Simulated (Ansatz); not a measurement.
# 2H-NbTe2 monolayer in a perpendicular field, part 2 of 3

Wanted: the out-of-plane response of the 2H-NbTe2 monolayer. A positive field points along +c.

Ansatz 0.2.0; plane-wave DFT, PBE-D3(BJ), Ansatz PAW (set soft_1); PAW set soft_1.

So far. Step 2 (Relaxation): The lattice constant a goes from 3.901 to 3.625 Å.

### Step 3. Single point, field 0

A sawtooth potential applies the field, turning back in the middle of the vacuum. With the dipole correction the typed value is the field outside the slab. The induced dipole is small, so the SCF threshold is tight.

The cell differs from the one that the last finished run ended in (c 38.177 → 21.727 Å).

input.yaml

```yaml
crystal:
  lattice:
    - [3.6254296288, 0.0, 0.0]
    - [-1.8127148144, 3.1397141582, 0.0]
    - [0.0, 0.0, 21.7266490006]
  atoms:
    - { symbol: Te, position: [0.3333333333, 0.6666666667, 0.414237833], spin: 0.01 }
    - { symbol: Nb, position: [0.0, 0.0, 0.5], spin: 0.33 }
    - { symbol: Te, position: [0.3333333333, 0.6666666667, 0.585762167], spin: 0.01 }
magnetization:
  spin_polarized: true
kpoints:
  mp_grid: { grid: [12, 12, 1] }
  band_path:
    path: [[0, 0, 0], [0.5, 0, 0], [0.33333333, 0.33333333, 0], [0, 0, 0]]
    npoints: 16
hamiltonian:
  xc: pbe
  dispersion: d3bj
  pseudopotentials: { kind: paw, azcp: { folder: soft_1 } }
scf:
  occupations: { method: fermi_dirac, width: 0.02585 }
  convergence: { dr2_threshold: 1.0e-10 }
efield:
  axis: 3
  dipole_correction: true
  ramp_position: 0.97
  ramp_width: 0.06
  amplitude: 0
output:
  dos: { projected: true, e_range: [-6, 5] }
  write_potential: true
  write_density: true
  volumetric_format: npy
  elf: true
```

Run with:

```sh
> ansatz run input.yaml --threads 2 --pin off --max-ram 3072MiB --backend cpu --events-out ev --progress --plain --runs-dir out
```

Numbers of over 12 decimals in the logs are rounded to 6 here.

The log of the run:

```text
[...]
Crystal: 3 atoms, lattice volume = 247.310 Å³
Basis set: ecut = 420 eV, 4777 PW (Γ)
Bands: 28, of which v1, the nominal top of the filled ones, is band 23 counted from 1 (22 counted from 0)
Symmetry: 6 space group operations
k-points: 19 of 144 (time reversal used)
[...]
Starting moments: Σ|m| = 0.35 μB on 3 of 3 sites
[...]
SCF iter   1: F=—  HF=-18514.936292 eV  |F-HF|=—  |Δ(HF+E_count)|=         —  Δρ=1.16e-2 (↑1.16e-2 ↓9.96e-3)  dr2=1.87e0  dr2_m=5.86e-3  M=0.181 μB ∫|m|=0.183 μB  β_m=0.62  ethr=3.10e-3  p=0.000 e·Å  D=7.06e-14 V/Å  ΔV_dip=-0.00 eV  dr2_dipole=1.82e-7  V_vac-E_F(+/−)=5.72/5.72 eV  ⟨swp⟩=11.9  Hψ=6143  notcnv=0
[...]
efield: sawtooth ramp at fractional position 0.9700 (set: `efield.ramp_position`, or a place that a band, a saddle search or an elastic batch's reference lends), width 0.0600; the density the first Hamiltonian is built on has a dipole p = 0.000 e·Å; the dipole correction subtracts the counter field D = 7.06e-14 V/Å, which shifts the + side's vacuum level by -0.00 eV against the − side's; the planar-averaged density in the ramp window peaks in size at 7.1e-7 e/Å³
[...]
SCF iter   2: F=—  HF=-18514.796497 eV  |F-HF|=—  |Δ(HF+E_count)|=   1.40e-1  Δρ=7.59e-3 (↑7.59e-3 ↓6.82e-3)  dr2=7.24e-1  dr2_m=1.68e-3  M=0.147 μB ∫|m|=0.150 μB  β_m=0.53  ethr=3.10e-3  p=-0.000 e·Å  D=-3.13e-5 V/Å  ΔV_dip=0.00 eV  dr2_dipole=5.66e-8  V_vac-E_F(+/−)=5.45/5.45 eV  ⟨swp⟩=2.0  Hψ=1603  notcnv=0  defer=38
density mixer auto → msr1: a metal under ldos (density of states about μ 1.10 of a free-electron gas's, 32 screened modes)
SCF iter   3: F=—  HF=-18514.833543 eV  |F-HF|=—  |Δ(HF+E_count)|=   3.70e-2  Δρ=1.95e-3 (↑1.92e-3 ↓1.95e-3)  dr2=2.20e-2  dr2_m=1.93e-4  M=0.118 μB ∫|m|=0.120 μB  β_m=0.66  ethr=1.61e-3  p=0.000 e·Å  D=6.37e-6 V/Å  ΔV_dip=-0.00 eV  dr2_dipole=1.24e-9  V_vac-E_F(+/−)=5.03/5.03 eV  ⟨swp⟩=3.0  Hψ=1820  notcnv=0  defer=38
[...]
SCF iter  19: F=-18514.860426 eV  HF=-18514.860426 eV  |F-HF|=7.28e-12  |Δ(HF+E_count)|=  3.64e-12  Δρ=7.11e-9 (↑5.03e-9 ↓7.11e-9)  dr2=2.26e-13  dr2_m=6.87e-14  M=0.699 μB ∫|m|=0.717 μB  ethr=1.00e-12  p=-0.000 e·Å  D=-7.80e-9 V/Å  ΔV_dip=0.00 eV  dr2_dipole=1.87e-15  V_vac-E_F(+/−)=4.98/4.98 eV  ⟨swp⟩=9.9  Hψ=3535  notcnv=0
SCF 1 converged in 19 iterations: F = -18514.860426 eV  dr2 = 2.26e-13
[...]
at 3 of the mixer's solves, the last at iteration 9, it left a direction of its history that read negative out of its fit and stepped the other way along it
[...]
NSCF: frozen V_eff on 49 k-points
efield: sawtooth ramp at fractional position 0.9700 (kept from the solve that this one continues, or follows in the run), width 0.0600; the density the first Hamiltonian is built on has a dipole p = -0.000 e·Å; the dipole correction subtracts the counter field D = -7.80e-9 V/Å, which shifts the + side's vacuum level by +0.00 eV against the − side's; the planar-averaged density in the ramp window peaks in size at 5.4e-7 e/Å³
SCF converged after 19 iterations
Magnetization: 0.6990 μB (22.8495 up, 22.1505 down)
Absolute magnetization: 0.7173 μB (∫|ρ↑−ρ↓|, with the PAW one-centre terms)
[...]
Per-site moments (μB) at R_I (Å): [(0.018893, 1.155974), (0.414624, 1.155974), (0.018893, 1.155974)]
Free energy (F): -18514.860426 eV
[...]
Internal energy: -18514.856215 eV  (E = F + TS)
E sigma→0 (E₀):  -18514.858321 eV
Entropy (-TS):   -0.004212 eV (-1.404 meV/atom)
Fermi energy:    0.293437 eV
Dipole field:    D = 0.000000 V/Å  (p = 0.000000 e·Å, saw-weighted, corrected)
Work function:   Φ+ = 4.9812 eV   Φ− = 4.9812 eV
Levels:          The Fermi level and band energies are counted from a zero that moves with the ramp; work functions are not
[...]
--- Band table (eV; the first three rows and the last of 38) ---
  k-point 0 ↑: bands = [... 19 lower, -1.0536, -0.1130, -0.1130, 0.1759, 3.3609, 3.3609, 3.5560, 3.5560, ... 1 higher]
  k-point 1 ↑: bands = [... 19 lower, -0.9779, -0.2566, -0.1529, 0.1648, 3.0647, 3.0784, 3.3883, 3.4774, ... 1 higher]
  k-point 2 ↑: bands = [... 19 lower, -0.7669, -0.5982, -0.4018, 0.0695, 2.3926, 2.7573, 3.0053, 3.7313, ... 1 higher]
  k-point 18 ↓: bands = [... 19 lower, -2.3138, -2.2888, -1.1363, 1.0073, 2.3932, 2.8006, 3.5535, 4.8023, ... 1 higher]
```

Run time: 26 s. Hardware: 2 threads of Intel Xeon Platinum 8375C at 2.90GHz (Ice Lake), shared host; peak memory 0.77 GiB; 52 s of CPU time.

The column dr2 measures how far the density is from self-consistency, as an energy; F and HF (Harris–Foulkes) agree once it is small.

This step gave:

* energy at zero smearing: -18514.8583 eV
* total moment: 0.6990 μB
* site moments: 0.01889, 0.4146, 0.01889 μB
* work function, upper face: 4.981 eV
* dipole along the normal: 6.09e-8 e·Å

Running mean over a fixed 2.8 Å (it still follows the layers) of the planar mean; the ramp of the sawtooth is left out. Table of electron's electrostatic potential energy less the Fermi level by z:

```tsv
z (Å)	electron's electrostatic potential energy less the Fermi level (eV)
3	4.98
4	4.98
5	4.98
6	4.89
7	3.56
8	-0.340
9	-4.05
10	-7.85
11	-7.69
12	-7.38
13	-2.99
14	0.758
15	4.31
16	4.94
17	4.98
18	4.98
```

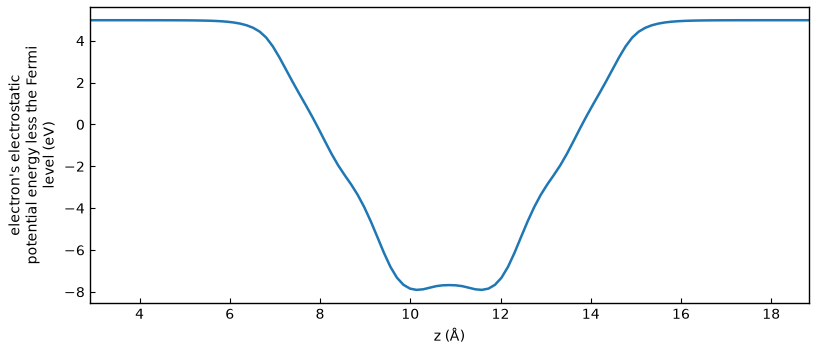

Electron's electrostatic potential energy less the Fermi level against z.

The density of states has structure finer than the step of the table below, so its rows give means over 0.25 eV, whole bins alone (the curve runs from -6 to 1.99 eV). Peaks (eV: height): total -4.070: 5.14, -4.020: 5.98, -3.020: 7.01, -2.860: 6.07, -1.420: 5.16, -1.340: 6.09, -0.760: 4.67; up -4.070: 3.96, -4.020: 4.05, -3.080: 3.61, -3.020: 5.57, -1.420: 4.10, -0.130: 3.28, 1.800: 3.20; down -3.960: 2.61, -2.860: 5.54, -1.340: 3.96, -0.760: 3.20, -0.570: 2.57, 0.150: 2.53, 0.340: 3.39.

Density of states against energy, zero at the Fermi level; means over each step; values in states/eV a cell:

```tsv
energy (eV)	total	up	down
-5.25	0	0	0
-5.00	0.113	0.113	9.0e-5
-4.75	0.925	0.559	0.367
-4.50	1.49	0.871	0.622
-4.25	2.31	1.21	1.10
-4.00	4.34	2.44	1.90
-3.75	2.37	0.770	1.60
-3.50	0.960	0.508	0.451
-3.25	1.89	1.31	0.575
-3.00	4.54	2.31	2.23
-2.75	1.94	0.722	1.22
-2.50	2.61	1.38	1.24
-2.25	2.68	1.36	1.32
-2.00	2.93	1.57	1.36
-1.75	2.71	1.22	1.49
-1.50	2.76	1.70	1.06
-1.25	4.33	2.18	2.15
-1.00	3.84	2.02	1.82
-0.75	3.13	1.39	1.74
-0.50	2.28	0.978	1.30
-0.25	2.94	2.32	0.614
0.00	2.33	1.12	1.21
0.25	2.32	0.231	2.08
0.50	0.571	0	0.571
0.75	0.0627	0	0.0627
1.00	0	0	0
1.25	0	0	0
1.50	0.176	0.176	0
1.75	2.38	2.37	0.00299
```

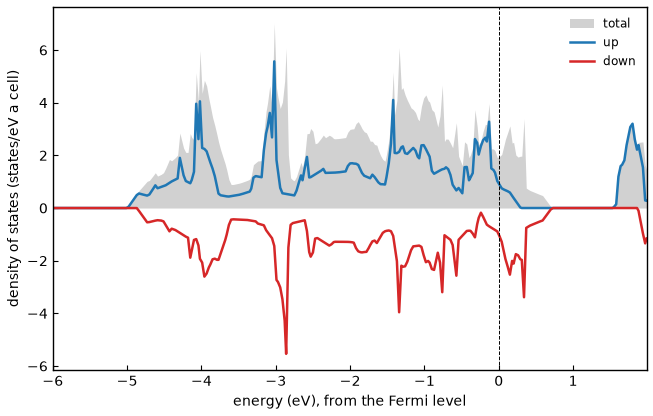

Density of states against energy. Down spins are drawn negative.

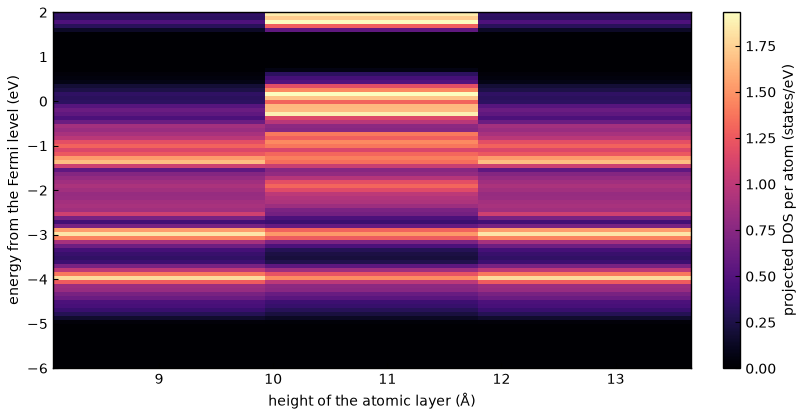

Projected DOS per atom over height of the atomic layer and energy from the Fermi level. Layers: Te Nb Te from below.

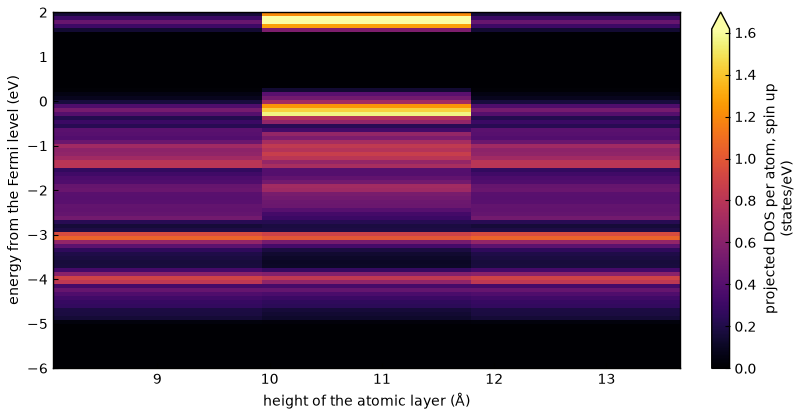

Projected DOS per atom, spin up over height of the atomic layer and energy from the Fermi level. Layers: Te Nb Te from below.

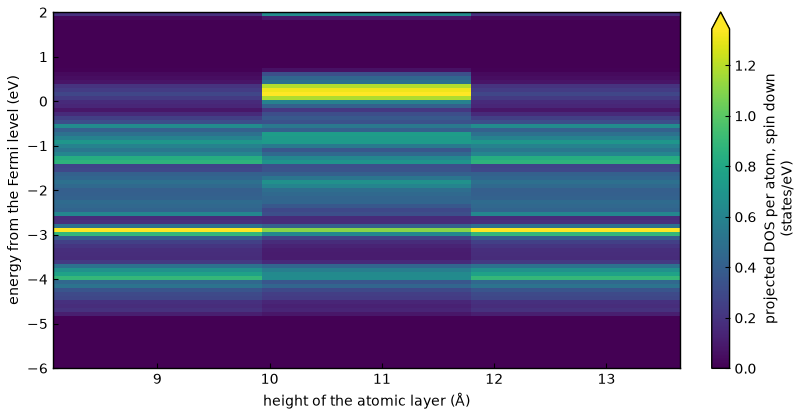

Projected DOS per atom, spin down over height of the atomic layer and energy from the Fermi level. Layers: Te Nb Te from below.

Deep bands are left out, so band numbers here count from the lowest band kept and differ from the log's. The electronic bands at the labelled points (eV, zero at the Fermi level; # counts the bands kept):

```tsv
point	up #4	up #5	up #6	up #7	down #4	down #5	down #6	down #7
Γ	-1.35	-0.41	-0.41	-0.12	-1.05	-0.25	-0.25	0.35
M	-1.90	-1.45	-0.57	-0.22	-1.78	-1.36	-0.16	-0.16
K	-2.74	-2.65	-1.53	0.30	-2.61	-2.58	-1.43	0.71
Γ	-1.35	-0.41	-0.41	-0.12	-1.05	-0.25	-0.25	0.35
```

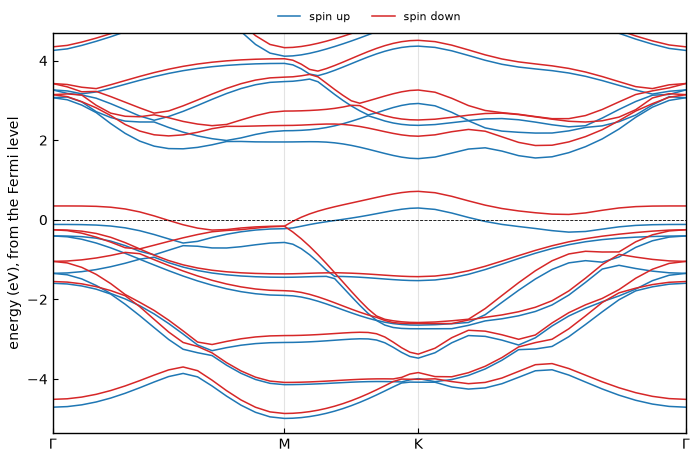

Electronic bands along the path; the two colours are the two spins.

Site moment by atom:

```tsv
atom	site moment (μB)
Te1	0.019
Nb2	0.415
Te3	0.019
```

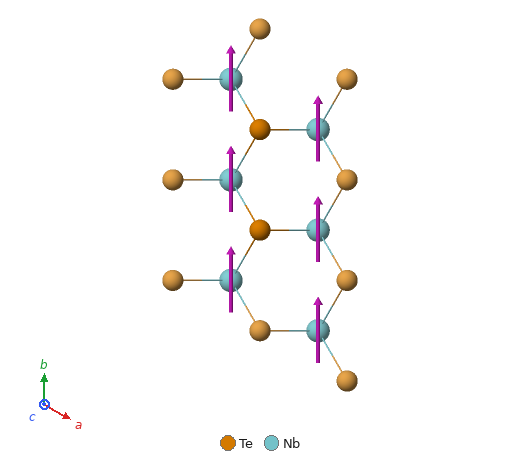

Site moment as arrows, the longest 0.415 μB. Up and down stand for the sign. Arrows give size and sign along the axis of quantisation, drawn up and down the page. 1×2×1 cells are drawn. Some periodic images of atoms are drawn too.

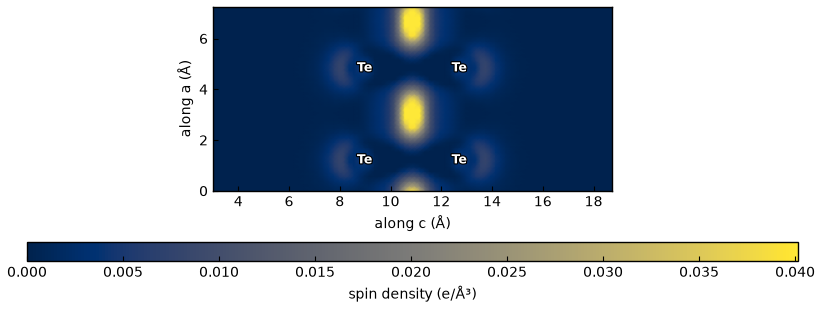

Spin density in the ca plane at fractional y = 0.667, with atoms of Te within 0.2 Å of it. The far vacuum is left out of the map.

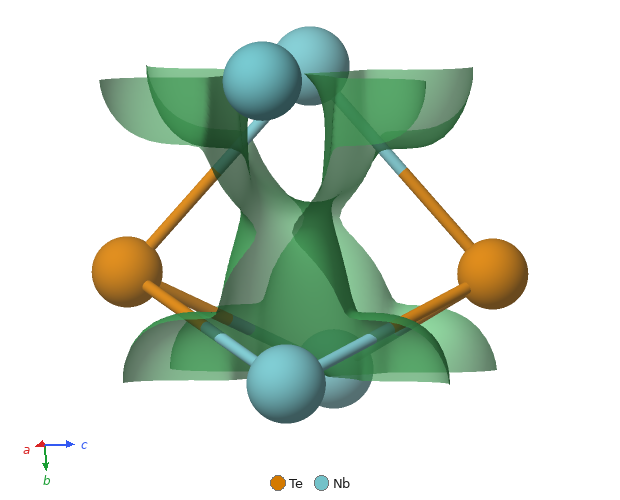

Surface of spin density = 0.016 e/Å³, which holds about 70 % of the integral of its size. Bonds to atoms that aren't drawn are left out.

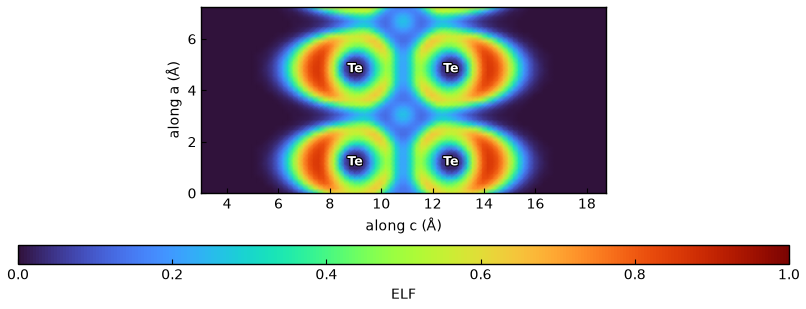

ELF in the ca plane at fractional y = 0.667, with atoms of Te within 0.2 Å of it. It is the smooth field of the valence electrons, not physical close to the nuclei. The far vacuum is left out of the map.

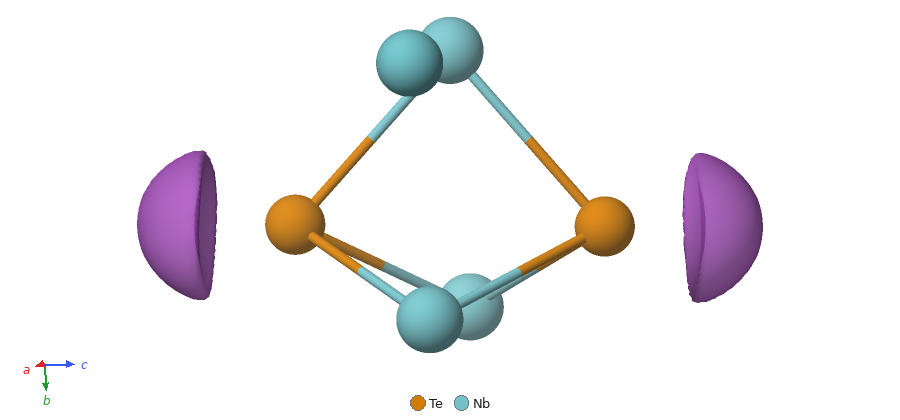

Surface of ELF = 0.78. Bonds to atoms that aren't drawn are left out.

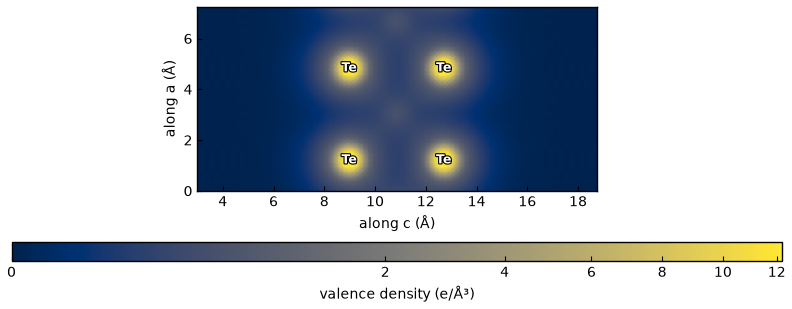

Valence density in the ca plane at fractional y = 0.667, with atoms of Te within 0.2 Å of it. It is the smooth field of the valence electrons, not physical close to the nuclei. The colour scale is stretched toward low values. The far vacuum is left out of the map.

The work function of the upper face is 4.98 eV.

[end of part 2 of 3]

[Logs are printed without paths, hosts, clocks, repeated set-up lines and the standing remarks that a program may print on its own settings, such as how far it seeks lower states.]

[Hosts, paths, dates, database ids (printed as entryN), source tags and the programs' standing remarks are cut or masked in the printed files.]

[Maps of the electrostatic potential energy from Ansatz leave out the sawtooth potential of an applied field or a dipole correction, so their vacuum need not be flat; planar profiles and work functions include it.]
